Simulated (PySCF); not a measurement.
C3H8FNSi

Input file:

```
{"job": {"kind": "nmr", "xc": "PBE0", "basis": "pcSseg-1", "pop": false}, "charge": 0, "multiplicity": 1}
N      2.201500    -0.083800     0.082600
Si     0.594300    -0.126300    -0.478000
C     -0.922900     0.668800     0.368500
C     -1.702200    -0.720900     0.290000
C     -0.372600    -1.586100     0.189600
F     -0.545700    -2.636600    -0.696600
H      2.674500     0.790500     0.217300
H      2.480800    -0.870000     0.713600
H      0.505100    -0.036200    -1.922900
H     -0.654100     1.038300     1.346500
H     -1.369300     1.428900    -0.216500
H     -2.239400    -0.777100    -0.681600
H     -2.419500    -1.057000     1.080000
H     -0.170300    -2.011300     1.143100
```

Command:

```sh
OMP_NUM_THREADS=1 python probes_run.py task.json out
```

Geometry: GFN2-xTB, MD frame at 250 fs, 300 K.

Computed with PBE0/pcSseg-1, SCF density, gas phase, non-relativistic (PySCF).

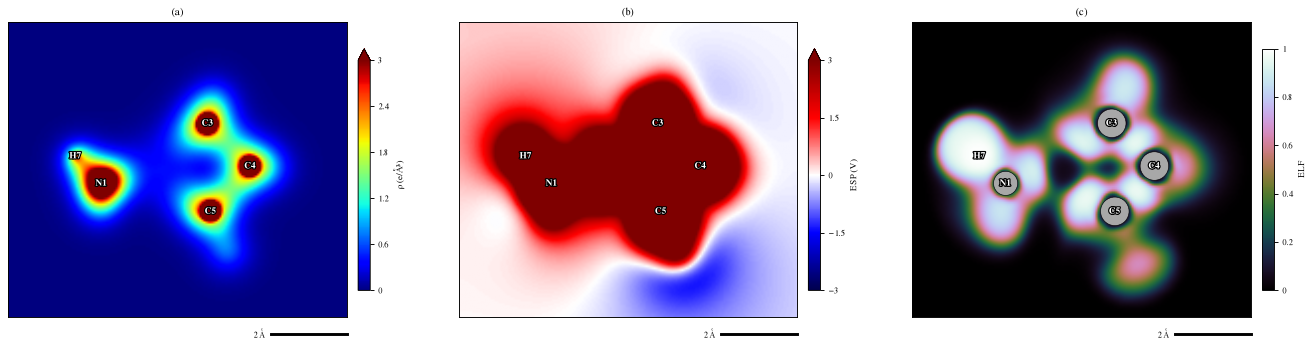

Figure 1. (a) total electron density; (b) electrostatic potential; (c) electron localisation function on the plane of atoms C3, C4 and C5. Grey discs cover the atomic cores in the ELF map.

### What does the map show?

The plane passes through N, C and H nuclei. C–C (1.59 Å): the density is about 1.5 e/Å³ at the midpoint; the ELF peaks at about 0.95 between the atoms; a shared electron pair. N–H (1.00 Å): ρ is about 2.8 e/Å³ halfway; the ELF climbs to about 1 towards the hydrogen, as it does in any bond to H: a covalent bond by its length. Outside the dense part of the molecule the potential is most negative (−1.4 V) near F6, which lies off the plane.

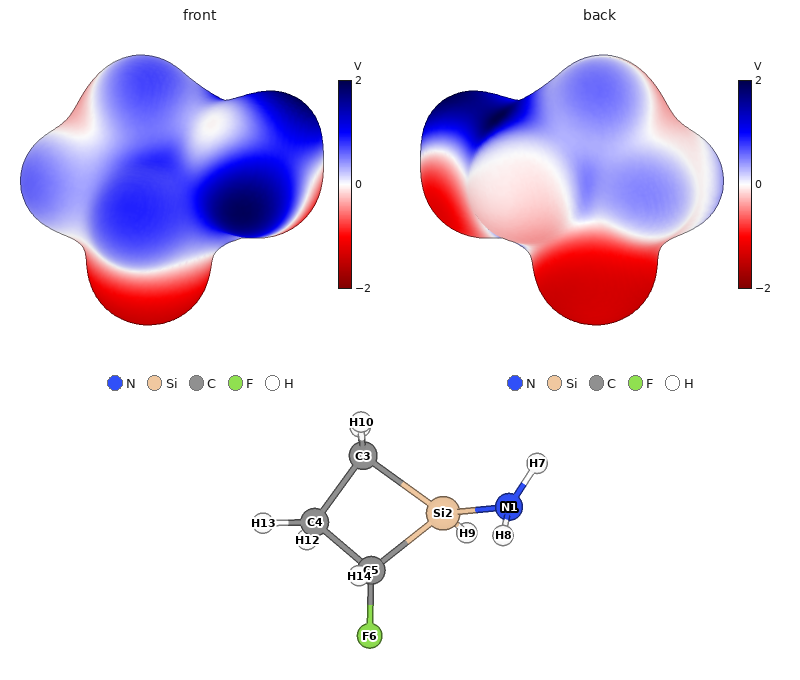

Figure 2. The electrostatic potential painted on the density surface at 0.002 e/bohr³, seen from the front and from behind; red is negative and blue positive. The bare structure is drawn below in the same view.

### Describe the electrostatic potential map.

The most negative region (about −1.3 V) lies over F6, the most positive (about +1.9 V) over Si2, H7 and H8.

### What dipole moment does the calculation give?

Its dipole moment is 3.02 D.
